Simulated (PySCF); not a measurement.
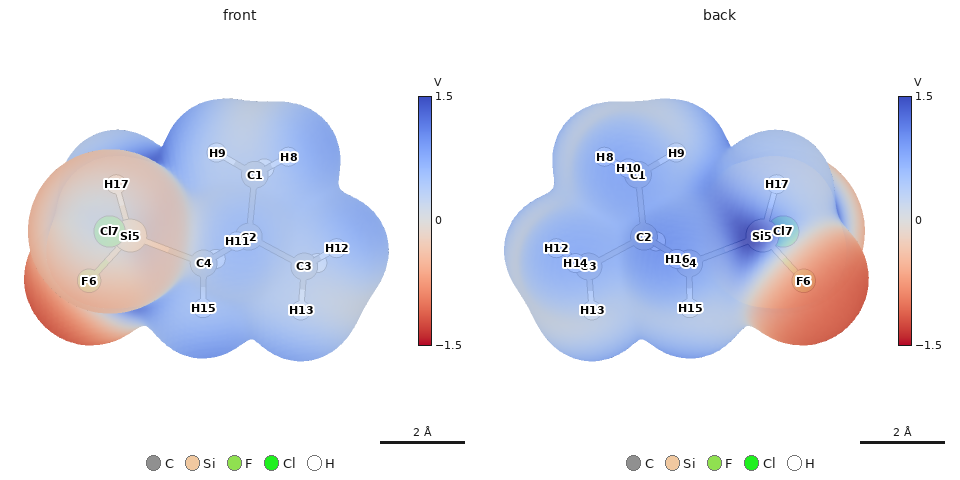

*C₄H₁₀ClFSi. The electrostatic potential painted on the density surface at 0.002 e/bohr³, seen from the front and from behind; red is negative and blue positive.*

Geometry: GFN2-xTB.

Method: PBE0/pcSseg-1, SCF density, gas phase, non-relativistic in PySCF 2.14.0.

```xyz
17

C    -0.8199   -1.3052    0.3996
C    -0.4847    0.1819    0.4548
C    -1.7552    1.0158    0.3002
C     0.5261    0.5617   -0.6341
Si    2.2239   -0.2745   -0.5189
F     3.2157    0.5818   -1.4644
Cl    2.9745   -0.1653    1.3382
H    -1.5738   -1.5518    1.1438
H     0.0642   -1.9069    0.5970
H    -1.2075   -1.5716   -0.5816
H    -0.0440    0.4017    1.4332
H    -2.4752    0.7635    1.0751
H    -1.5317    2.0776    0.3757
H    -2.2156    0.8302   -0.6682
H     0.6768    1.6454   -0.6021
H     0.0820    0.3482   -1.6092
H     2.3373   -1.6203   -1.0489
```

Q: Which sites attract a positive test charge, and which a negative one?

A: A positive charge is drawn to the negative regions and a negative charge to the positive ones. The most negative region (about −1.1 V) lies over F6, the most positive (about +1.4 V) over Si5.

Q: How polar is the molecule by this calculation?

A: Its dipole moment is 2.47 D.
